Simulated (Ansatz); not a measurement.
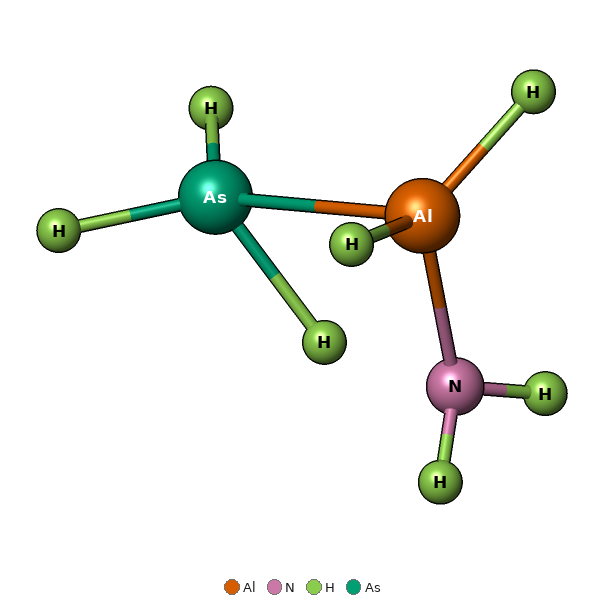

Sticks follow a distance rule. Harmonic vibrations computed with RKS PBE0-D4/def2-TZVP (Ansatz 0.2.0) at a stationary point of the same level.

How many imaginary frequencies does it have?

A first-order saddle point: one imaginary frequency, 1115i cm⁻¹.

List the wavenumbers.

24 modes: 1115i, 188, 220, 225, 272, 347, 424, 451, 519, 622, 629, 696, 741, 770, 952, 1200, 1451, 1564, 1911, 1920, 2287, 2310, 3535, 3628 cm⁻¹.
